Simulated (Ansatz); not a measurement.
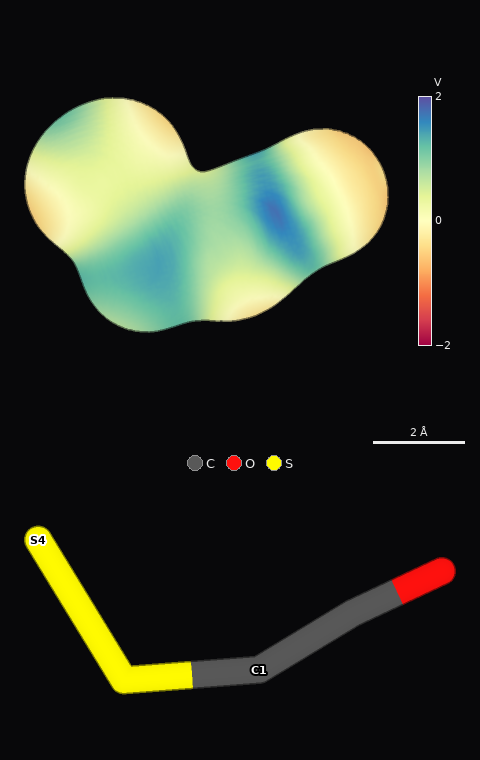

Figure. C2OS2 (SMILES O=C=C=S=S). The molecular electrostatic potential painted on the density surface at 0.004 e/bohr³, seen across its widest extent; the colour scale runs from red (negative) to blue (positive). The bare structure is drawn below in the same view.

Geometry: PBE-D3(BJ)/def2-SVP.

Level of theory: isolated molecule in a Gaussian basis; Kohn-Sham density functional theory, functional PBE0 in Ansatz 0.2.0.

```yaml
atoms:
  - { symbol: C, position_ang: [-1.0864, -1.5742, 1.0340] }
  - { symbol: C, position_ang: [0.1353, -1.3126, 0.6598] }
  - { symbol: O, position_ang: [1.2567, -1.1992, 0.3112] }
  - { symbol: S, position_ang: [-2.9359, 0.7865, 1.7101] }
  - { symbol: S, position_ang: [-2.5741, -1.1456, 1.5194] }
```

> Describe the electrostatic potential map.

The most negative region (about −0.6 V, or −14 kcal/mol for a unit charge) lies over O3 and S4, the most positive (about +1.7 V, or +39 kcal/mol for a unit charge) over C2.

> What dipole moment does the calculation give?

Its dipole moment is 0.86 D.
